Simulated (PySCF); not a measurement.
# C8H7ClS (triplet): open-shell or spin-flip excitations

Wanted: open-shell or spin-flip excitations for C8H7ClS (triplet) (`C=C1C=CC(C(=S)CCl)=C1`).

Computed with PySCF 2.14.0 and routines of our own; the level stands in each step. Atoms count from 0.

## Step 1: The starting structure

17 atoms, charge 0, multiplicity 3; geometry from: GFN2-xTB.

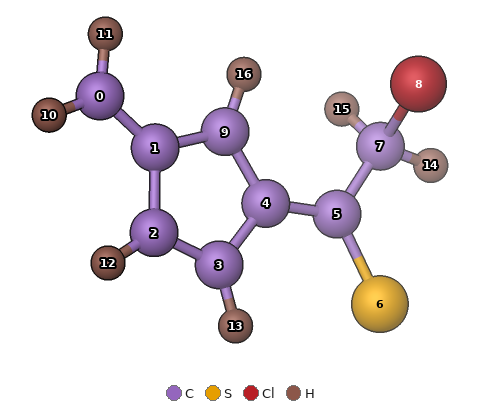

The starting geometry (carbon purple, sulfur amber, chlorine red, hydrogen brown).

## Step 2: Open-shell or spin-flip excitations: unrestricted TDA PBE0/def2-SVP

What the job is given:

```
{"job": {"kind": "uabs", "xc": "PBE0", "basis": "def2-SVP", "nstates": 10, "tda": true}, "charge": 0, "multiplicity": 3}
C      2.687135     0.149517     1.333155
C      1.672005     0.150800     0.435387
C      1.783810     0.470686    -0.985379
C      0.561115     0.377161    -1.558844
C     -0.404326    -0.004844    -0.555465
C     -1.764921    -0.187465    -0.771014
S     -2.482168     0.048790    -2.295699
C     -2.673777    -0.579435     0.343549
Cl    -2.846525     0.780460     1.516758
C      0.301605    -0.146079     0.667190
H      3.691414     0.397753     1.040213
H      2.518914    -0.096188     2.366476
H      2.706004     0.737661    -1.468024
H      0.309431     0.551659    -2.589341
H     -3.675395    -0.808162    -0.017741
H     -2.272183    -1.419501     0.911718
H     -0.119136    -0.410783     1.617151
```

With the program's defaults for keys left out, this is: unrestricted TDA PBE0/def2-SVP, vertical, gas phase, core orbitals frozen in the response.

On the command line:

```bash
$ OMP_NUM_THREADS=1 python excited_run.py task.json out
```

One launch serves the whole session: the jobs run in the order shown.

What it wrote:

```text
coarse grid: 16280 points
cycle   1  E = -1166.0011907297  dE =  1.579e+00  |g| = 2.680e-01  |ddm| = 3.602e+00
cycle   2  E = -1165.7326404627  dE =  2.686e-01  |g| = 6.494e-01  |ddm| = 1.531e+00
cycle   3  E = -1166.0207228967  dE = -2.881e-01  |g| = 2.230e-01  |ddm| = 1.374e+00
cycle   4  E = -1166.0565909970  dE = -3.587e-02  |g| = 6.978e-02  |ddm| = 4.416e-01
cycle   5  E = -1166.0593098898  dE = -2.719e-03  |g| = 4.650e-02  |ddm| = 1.766e-01
cycle   6  E = -1166.0613194508  dE = -2.010e-03  |g| = 1.932e-02  |ddm| = 9.887e-02
cycle   7  E = -1166.0617554500  dE = -4.360e-04  |g| = 1.361e-02  |ddm| = 4.307e-02
cycle   8  E = -1166.0620667284  dE = -3.113e-04  |g| = 6.675e-03  |ddm| = 5.134e-02
cycle   9  E = -1166.0621187571  dE = -5.203e-05  |g| = 3.386e-03  |ddm| = 1.847e-02
cycle  10  E = -1166.0621342428  dE = -1.549e-05  |g| = 1.212e-03  |ddm| = 9.781e-03
cycle  11  E = -1166.0621379787  dE = -3.736e-06  |g| = 8.484e-04  |ddm| = 4.277e-03
final grid: 150760 points
cycle  12  E = -1166.1901993769  dE = -3.844e-05  |g| = 6.305e-03  |ddm| = 4.397e-02
cycle  13  E = -1166.1901603062  dE =  3.907e-05  |g| = 1.000e-02  |ddm| = 2.482e-02
cycle  14  E = -1166.1902244722  dE = -6.417e-05  |g| = 1.681e-03  |ddm| = 1.811e-02
cycle  15  E = -1166.1902266895  dE = -2.217e-06  |g| = 5.119e-04  |ddm| = 2.781e-03
cycle  16  E = -1166.1902277290  dE = -1.040e-06  |g| = 4.208e-04  |ddm| = 2.363e-03
cycle  17  E = -1166.1902293896  dE = -1.661e-06  |g| = 3.983e-04  |ddm| = 3.887e-03
cycle  18  E = -1166.1902314767  dE = -2.087e-06  |g| = 3.902e-04  |ddm| = 5.208e-03
cycle  19  E = -1166.1902340786  dE = -2.602e-06  |g| = 3.735e-04  |ddm| = 6.884e-03
cycle  20  E = -1166.1902373990  dE = -3.320e-06  |g| = 3.502e-04  |ddm| = 9.482e-03
cycle  21  E = -1166.1902425377  dE = -5.139e-06  |g| = 2.733e-04  |ddm| = 1.652e-02
cycle  22  E = -1166.1902507070  dE = -8.169e-06  |g| = 3.267e-04  |ddm| = 3.601e-02
cycle  23  E = -1166.1902488371  dE =  1.870e-06  |g| = 1.896e-04  |ddm| = 1.041e-02
cycle  24  E = -1166.1902538783  dE = -5.041e-06  |g| = 4.416e-04  |ddm| = 3.419e-02
cycle  25  E = -1166.1902545531  dE = -6.748e-07  |g| = 3.041e-04  |ddm| = 6.287e-03
cycle  26  E = -1166.1902551853  dE = -6.322e-07  |g| = 9.467e-05  |ddm| = 7.678e-03
cycle  27  E = -1166.1902555424  dE = -3.571e-07  |g| = 5.057e-05  |ddm| = 7.810e-03
cycle  28  E = -1166.1902556686  dE = -1.262e-07  |g| = 1.087e-04  |ddm| = 5.802e-03
cycle  29  E = -1166.1902556912  dE = -2.260e-08  |g| = 3.307e-05  |ddm| = 8.412e-04
cycle  30  E = -1166.1902557048  dE = -1.364e-08  |g| = 3.440e-05  |ddm| = 1.390e-03
cycle  31  E = -1166.1902557122  dE = -7.393e-09  |g| = 1.317e-05  |ddm| = 1.176e-03
cycle  32  E = -1166.1902557128  dE = -5.170e-10  |g| = 4.728e-06  |ddm| = 1.317e-04
converged SCF energy = -1166.1902557128

<S^2> of the reference = 2.0860 (exact 2.0000)

Excitations
state   eV       nm        f      <S^2>   main configurations
  1   0.1350   9184.0   0.00009   2.102   Hb->Lb 0.94
  2   1.3630    909.6   0.00352   2.046   H-1b->Lb 0.86, Ha->La 0.11
  3   2.1537    575.7   0.04469   2.124   Ha->La 0.51, H-4b->Lb 0.17, H-2b->Lb 0.17
  4   2.6415    469.4   0.00217   2.476   Hb->L+1b 0.75, Hb->L+2b 0.10
  5   2.8160    440.3   0.04672   2.114   H-2b->Lb 0.69, Ha->La 0.10
  6   2.8654    432.7   0.00412   2.105   H-3b->Lb 0.83, H-2b->Lb 0.12
  7   3.1730    390.7   0.00030   2.884   H-1a->La 0.95
  8   3.3060    375.0   0.13799   2.120   H-4b->Lb 0.64, Ha->La 0.11
  9   3.6479    339.9   0.13671   2.653   H-1b->L+1b 0.39, H-2a->La 0.22, H-3a->La 0.13, H-1b->L+2b 0.09
 10   3.8195    324.6   0.00177   2.112   H-5b->Lb 0.93
```

It took 3.5 min on 1 thread of Intel Xeon at 2.70GHz, shared host; peak memory 0.72 GiB.

Key values:

```
quantity  value
    ⟨S²⟩  2.086
```

Löwdin spin populations:

C0 0.47; C1 -0.14; C2 0.29; C3 -0.12; C4 0.23; C5 0.00; S6 0.64; C7 0.00; Cl8 0.00; C9 0.62; H10 0.00; H11 0.00; H12 0.00; H13 0.00; H14 0.00; H15 0.00; H16 0.00

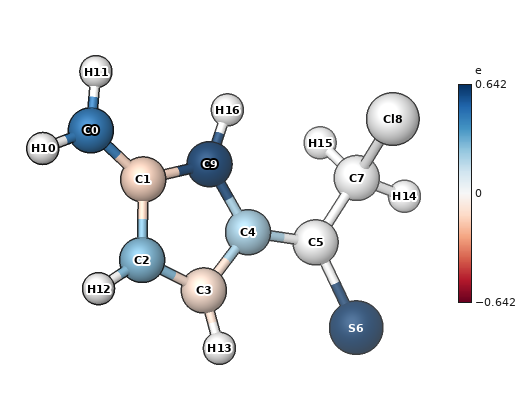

Löwdin spin populations, as colours on the atoms.

The fields below are evaluated on a grid from the run's orbitals.

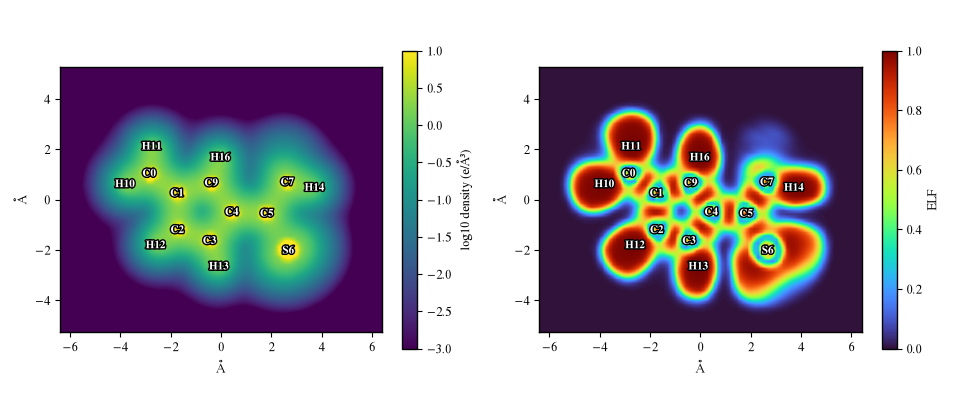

Density (left) and ELF (right) in a plane through or near 15 of the atoms.

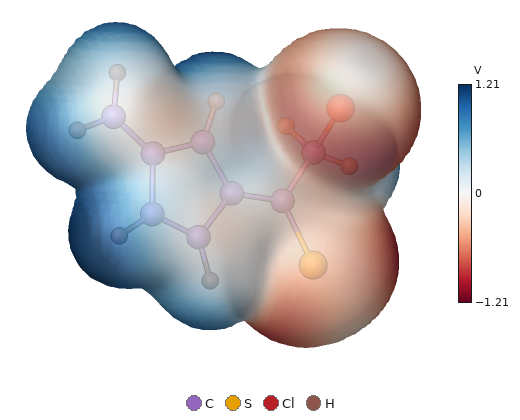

Electrostatic potential on the surface of density 0.002 e/bohr³; red is low, blue high. It runs, from the 1st to the 99th percentile, from -0.91 V near S6 to 1.21 V near H12.

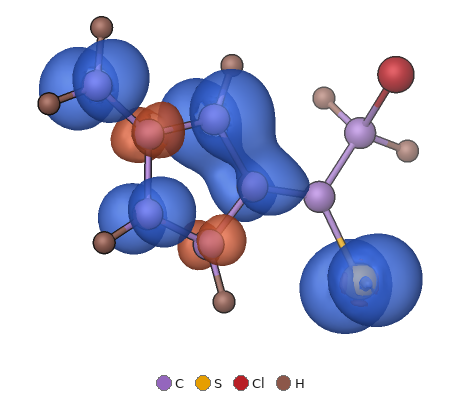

Spin density at ±0.04 e/Å³ (alpha excess blue, beta excess red).

## Step 3: Open-shell or spin-flip excitations: unrestricted TDDFT PBE0/def2-SVP in dimethylsulfoxide

The job, as its differences from that of step 2:

```diff
@@ -1,2 +1,2 @@
-{"job": {"kind": "uabs", "xc": "PBE0", "basis": "def2-SVP", "nstates": 10, "tda": true}, "charge": 0, "multiplicity": 3}
+{"job": {"kind": "uabs", "xc": "PBE0", "basis": "def2-SVP", "nstates": 15, "tda": false, "solvent": "dimethylsulfoxide"}, "charge": 0, "multiplicity": 3}
 C      2.687135     0.149517     1.333155
```

With the program's defaults for keys left out, this is: unrestricted TDDFT PBE0/def2-SVP, vertical, IEF-PCM dimethylsulfoxide (non-equilibrium linear response), core orbitals frozen in the response.

What it wrote:

```text
coarse grid: 16280 points
cycle   1  E = -1166.0233026258  dE =  1.558e+00  |g| = 2.499e-01  |ddm| = 3.601e+00
cycle   2  E = -1166.0075396665  dE =  1.576e-02  |g| = 3.283e-01  |ddm| = 8.715e-01
cycle   3  E = -1166.0661951588  dE = -5.866e-02  |g| = 6.922e-02  |ddm| = 5.125e-01
cycle   4  E = -1166.0694003391  dE = -3.205e-03  |g| = 3.074e-02  |ddm| = 1.392e-01
cycle   5  E = -1166.0703465622  dE = -9.462e-04  |g| = 1.688e-02  |ddm| = 6.648e-02
cycle   6  E = -1166.0706772602  dE = -3.307e-04  |g| = 6.515e-03  |ddm| = 3.208e-02
cycle   7  E = -1166.0708565231  dE = -1.793e-04  |g| = 5.548e-03  |ddm| = 3.710e-02
cycle   8  E = -1166.0709018130  dE = -4.529e-05  |g| = 1.942e-03  |ddm| = 1.662e-02
cycle   9  E = -1166.0709140711  dE = -1.226e-05  |g| = 1.383e-03  |ddm| = 9.171e-03
cycle  10  E = -1166.0709197108  dE = -5.640e-06  |g| = 6.941e-04  |ddm| = 6.695e-03
final grid: 150760 points
cycle  11  E = -1166.1988575259  dE = -4.096e-05  |g| = 5.902e-03  |ddm| = 4.366e-02
cycle  12  E = -1166.1988435857  dE =  1.394e-05  |g| = 7.897e-03  |ddm| = 2.030e-02
cycle  13  E = -1166.1988810371  dE = -3.745e-05  |g| = 9.414e-04  |ddm| = 1.195e-02
cycle  14  E = -1166.1988820272  dE = -9.902e-07  |g| = 4.054e-04  |ddm| = 2.023e-03
cycle  15  E = -1166.1988828905  dE = -8.633e-07  |g| = 3.205e-04  |ddm| = 2.325e-03
cycle  16  E = -1166.1988840555  dE = -1.165e-06  |g| = 2.464e-04  |ddm| = 3.628e-03
cycle  17  E = -1166.1988851827  dE = -1.127e-06  |g| = 2.039e-04  |ddm| = 4.242e-03
cycle  18  E = -1166.1988863469  dE = -1.164e-06  |g| = 1.756e-04  |ddm| = 5.574e-03
cycle  19  E = -1166.1988869565  dE = -6.096e-07  |g| = 1.332e-04  |ddm| = 3.700e-03
cycle  20  E = -1166.1988877988  dE = -8.423e-07  |g| = 7.908e-05  |ddm| = 8.037e-03
cycle  21  E = -1166.1988879692  dE = -1.704e-07  |g| = 4.087e-05  |ddm| = 3.877e-03
cycle  22  E = -1166.1988879934  dE = -2.415e-08  |g| = 1.871e-05  |ddm| = 1.422e-03
cycle  23  E = -1166.1988879967  dE = -3.313e-09  |g| = 1.035e-05  |ddm| = 5.290e-04
cycle  24  E = -1166.1988879971  dE = -4.713e-10  |g| = 1.005e-05  |ddm| = 1.788e-04
converged SCF energy = -1166.1988879971

Static polarisability (au): isotropic 208.042, principal 78.004 149.850 396.270

<S^2> of the reference = 2.0811 (exact 2.0000)

Excitations
state   eV       nm        f      <S^2>   main configurations
  1   0.2500   4959.4   0.00004   2.106   Hb->Lb 0.95
  2   1.1981   1034.8   0.00574   2.035   H-1b->Lb 0.92
  3   1.9690    629.7   0.08329   2.119   Ha->La 0.70, H-2b->Lb 0.10
  4   2.7255    454.9   0.12242   2.120   H-2b->Lb 0.66, Ha->La 0.13
  5   2.7949    443.6   0.01032   2.456   Hb->L+1b 0.71, Hb->L+2b 0.08
  6   2.9692    417.6   0.00384   2.110   H-3b->Lb 0.86
  7   3.1719    390.9   0.08536   2.101   H-4b->Lb 0.77, H-2b->Lb 0.11
  8   3.2879    377.1   0.00047   2.867   H-1a->La 0.95
  9   3.4454    359.9   0.09118   2.676   H-1b->L+1b 0.47, H-3a->La 0.17, H-1b->L+2b 0.13, H-2a->La 0.09
 10   3.6974    335.3   0.05455   3.173   H-1b->L+1b 0.41, H-1b->L+2b 0.24, H-3a->La 0.15, H-2a->La 0.10
 11   3.8085    325.5   0.00151   2.101   H-5b->Lb 0.92
 12   4.2468    291.9   0.09321   2.462   H-2a->La 0.38, Hb->L+2b 0.34
 13   4.2601    291.0   0.06061   2.499   Hb->L+2b 0.53, H-2a->La 0.26
 14   4.3451    285.3   0.01158   2.125   H-6b->Lb 0.87
 15   4.7385    261.7   0.03627   2.166   H-7b->Lb 0.65, Ha->L+1a 0.20
```

It took 5.4 min on 1 thread of Intel Xeon at 2.70GHz, shared host; peak memory 0.87 GiB.

In short:

```
quantity  value
    ⟨S²⟩  2.081
```

## Step 4: What came out

```
                                                                                                             quantity                        value
                       lowest and brightest state of nearly pure spin, of 10 (step 2, unrestricted TDA PBE0/def2-SVP)  0.14 eV; 3.31 eV, f = 0.138
                                                                                surface potential, 1st and 99th percentile           -0.91 V and 1.21 V
lowest and brightest state of nearly pure spin, of 15 (step 3, unrestricted TDDFT PBE0/def2-SVP in dimethylsulfoxide)  0.25 eV; 2.73 eV, f = 0.122
```

What this shows: States whose ⟨S²⟩ lies well above the reference's are mixtures of spin states, an artefact of the unrestricted response, and are left out of the summary. The lowest state of nearly pure spin runs from 0.14 to 0.25 eV over the runs.
